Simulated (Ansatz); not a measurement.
**SnF4 (SMILES [F][Sn]([F])([F])[F]): BCCD(T)/def2-SVP (core potential)**

What is the electronic atomisation energy of SnF4 at BCCD(T)/def2-SVP (core potential)? 

Program for the calculation: Ansatz 0.2.0.

48 further runs of the same task are left out: 21 that didn't finish, 27 set aside as unsound or not needed. Runs told in other sessions of the task aren't counted.

**1. The structure to begin with**

SnF4 has 5 atoms, charge 0, and is taken as a singlet. SMILES: `[F][Sn]([F])([F])[F]`. The shape is that of a PBE0-D4/def2-TZVP optimisation.

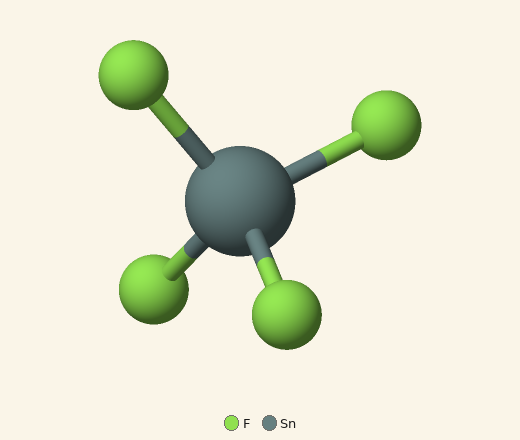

The structure, seen from a chosen angle (fluorine green, tin teal).

**2. A single-point energy at BCCD(T)/def2-SVP (core potential)**

input.yaml reads:

```yaml
crystal:
  periodic: [false, false, false]
  atoms:
    - {symbol: F, position_ang: [0.130300, -0.871400, 1.656700]}
    - {symbol: Sn, position_ang: [0.009900, -0.014700, -0.008300]}
    - {symbol: F, position_ang: [-1.285400, 1.340000, 0.078100]}
    - {symbol: F, position_ang: [-0.477600, -1.263800, -1.320800]}
    - {symbol: F, position_ang: [1.672500, 0.736200, -0.447200]}
basis:
  gaussian:
    orbitals: def2-SVP
correlation:
  method: bccd_t
  frozen_orbitals: {F: 1, Sn: 4}
accuracy: high
scf:
  omitted_lower_state_checks: [cluster_reference, increment]
```

The run is started by

```console
ansatz run input.yaml --threads 1 --pin off --max-ram 3480MiB --events-out events.jsonl --progress --plain --runs-dir runs
```

Output:

```text
Warning: RAYON_NUM_THREADS=1 ignored (pool sized by the plan → 1); use --threads N
Functional definition: HF
  name "HF"
  exchange = exact_x
  correlation = 0
these checks for a lower state are left out or cut short: cluster_reference, increment
1743 factors; integrals over basis functions are off by at most 3.2e-9 eV
mean field evaluation 1: about -16617.9713 eV, gradient 5.0e1 eV
mean field evaluation 2: about -16618.1049 eV, gradient 5.0e1 eV
mean field evaluation 4: about -16622.2559 eV, gradient 1.7e0 eV
mean field evaluation 8: about -16622.2862 eV, gradient 8.2e-2 eV
mean field evaluation 16: about -16622.2862 eV, gradient 1.5e-8 eV
mean field -16622.28620906 eV, -610.8577511927 hartree, gradient 1.5e-8 eV, S^2 0.000000; 0 other end points of the search recorded, 0 dependent functions left out
8 core orbitals not correlated: weight in the atoms' cores, before any rotation towards them, 1.000 or more for the frozen orbitals, at most 0.000 for the correlated occupied ones
reference -16622.28620906 eV, -610.8577511927 hartree; 21, 21 occupied and 53, 53 virtual orbitals, 1743 factors
second order -23.36296409 eV of doubles, -0.00000000 eV of singles
cycle   1  -22.74667927 eV  change    6.2e-1 eV  update   1.2e-1
cycle   2  -23.24229030 eV  change   -5.0e-1 eV  update   4.5e-2
cycle   3  -23.37081686 eV  change   -1.3e-1 eV  update   1.9e-2
cycle   4  -23.35125098 eV  change    2.0e-2 eV  update   4.2e-3
cycle   5  -23.34531829 eV  change    5.9e-3 eV  update   9.7e-4
cycle   6  -23.34522683 eV  change    9.1e-5 eV  update   3.2e-4
cycle   7  -23.34511879 eV  change    1.1e-4 eV  update   1.2e-4
cycle   8  -23.34498067 eV  change    1.4e-4 eV  update   2.8e-5
cycle   9  -23.34495605 eV  change    2.5e-5 eV  update   8.0e-6
cycle  10  -23.34496053 eV  change   -4.5e-6 eV  update   3.3e-6
cycle  11  -23.34495686 eV  change    3.7e-6 eV  update   9.6e-7
cycle  12  -23.34495766 eV  change   -7.9e-7 eV  update   3.0e-7
cycle  13  -23.34495813 eV  change   -4.7e-7 eV  update   9.9e-8
cycle  14  -23.34495805 eV  change    8.2e-8 eV  update   3.9e-8
cycle  15  -23.34495776 eV  change    2.8e-7 eV  update   1.2e-7
cycle  16  -23.34495776 eV  change    5.6e-9 eV  update   3.1e-8
cycle  17  -23.34495774 eV  change    1.8e-8 eV  update   9.0e-9
cycle  18  -23.34495773 eV  change    5.8e-9 eV  update   2.8e-9
cycle  19  -23.34495773 eV  change   8.0e-10 eV  update   1.1e-9
perturbative correction -0.47068418 eV, -0.0172973246 hartree
Total energy: -16646.10185098 eV, -611.7329598903 hartree
Checks for a lower state left out: cluster_reference, increment
```

Run time: 43 s. Hardware: 1 thread of Arm Neoverse V1, shared host; peak memory 0.65 GiB.

**3. The F atom at the same level**

job.yaml reads:

```yaml
crystal:
  periodic: [false, false, false]
  atoms:
    - {symbol: F, position_ang: [0.000000, 0.000000, 0.000000]}
basis:
  gaussian:
    orbitals: def2-SVP
magnetization:
  spin_polarized: true
  initial_magnetization: 1
correlation:
  method: bccd_t
  frozen_orbitals: {F: 1}
accuracy: high
scf:
  omitted_lower_state_checks: [cluster_reference, increment]
```

Run the same way, it converges to -99.43472 Eh (log not shown).

**4. The Sn atom at the same level**

input.yaml reads:

```yaml
crystal:
  periodic: [false, false, false]
  atoms:
    - {symbol: Sn, position_ang: [0.000000, 0.000000, 0.000000]}
basis:
  gaussian: {orbitals: def2-SVP}
magnetization: {spin_polarized: true, initial_magnetization: 2}
correlation: {method: bccd_t, frozen_orbitals: {Sn: 4}}
accuracy: high
scf: {omitted_lower_state_checks: [cluster_reference, increment]}
```

Run the same way, it converges to -213.40830 Eh (log not shown).

**5. Summary of results**

At BCCD(T)/def2-SVP (core potential), 8 core orbitals frozen:

```
                                             quantity          value
                               molecule: total energy  -611.73296 Eh
molecule: correlation energy (8 core orbitals frozen)     -875.2 mEh
                             molecule: (T) correction     -17.30 mEh
                                 F atom: total energy   -99.43472 Eh
   F atom: correlation energy (1 core orbital frozen)     -150.7 mEh
                               F atom: (T) correction      -1.02 mEh
            F atom: ⟨S²⟩ of the reference determinant          0.752
                                Sn atom: total energy  -213.40830 Eh
 Sn atom: correlation energy (4 core orbitals frozen)      -72.2 mEh
                              Sn atom: (T) correction      -1.64 mEh
           Sn atom: ⟨S²⟩ of the reference determinant          2.010
                        electronic atomisation energy      15.939 eV
```

**Reading.** Taking the molecule apart into free atoms costs 15.94 eV (368 kcal/mol), before zero-point energy and without spin-orbit coupling. The triples (molecule) make up 2.0 % of the correlation energy. The triples (F atom) make up 0.7 % of the correlation energy. The triples (Sn atom) make up 2.3 % of the correlation energy.
